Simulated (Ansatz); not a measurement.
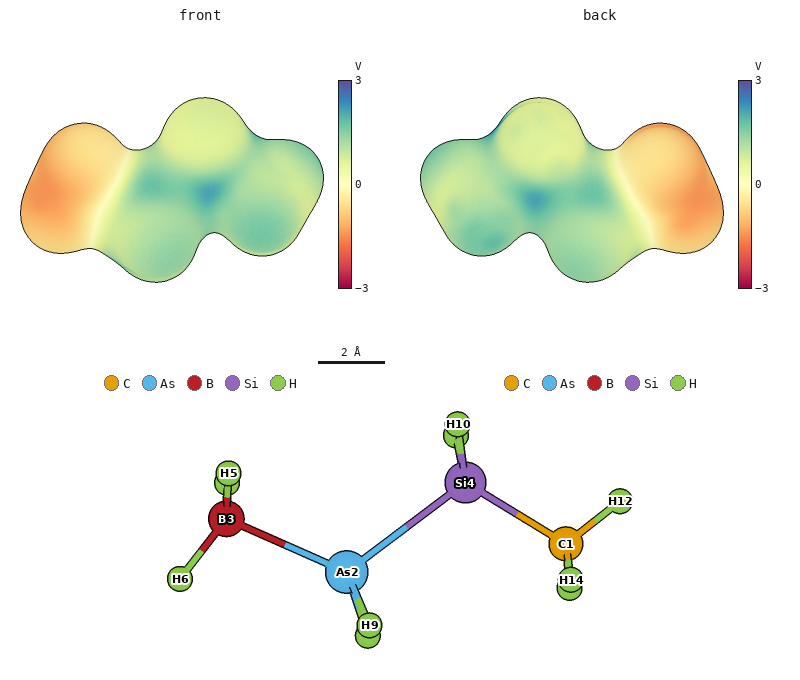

Figure. CH₁₀AsBSi. The molecular electrostatic potential painted on the density surface at 0.004 e/bohr³, seen from the front and from behind; the colour scale runs from red (negative) to blue (positive). The bare structure is drawn below in the same view.

Geometry: B3LYP-D3(BJ)/def2-SVP.

These are results of isolated molecule in a Gaussian basis; Kohn-Sham density functional theory, functional PBE0 in Ansatz, not measurements.

```csv
atom,x (Å),y (Å),z (Å)
C,-1.0645,1.4843,2.2994
As,1.6350,-0.1880,0.7503
B,2.8113,-1.9218,0.5711
Si,-0.1582,-0.1644,2.3148
H,3.2493,-2.0376,1.7020
H,3.6244,-1.6327,-0.2856
H,1.9770,-2.7509,0.2538
H,0.9316,0.3118,-0.4985
H,2.3447,1.1047,1.1096
H,0.4630,-0.4477,3.6378
H,-1.0456,-1.2930,1.9209
H,-1.8899,1.4738,3.0297
H,-1.4893,1.6894,1.3045
H,-0.3839,2.3088,2.5627
```

> Which sites attract a positive test charge, and which a negative one?

A positive charge is drawn to the negative regions and a negative charge to the positive ones. The most negative region (about −1.4 V) lies over H6, the most positive (about +2.1 V) over Si4.
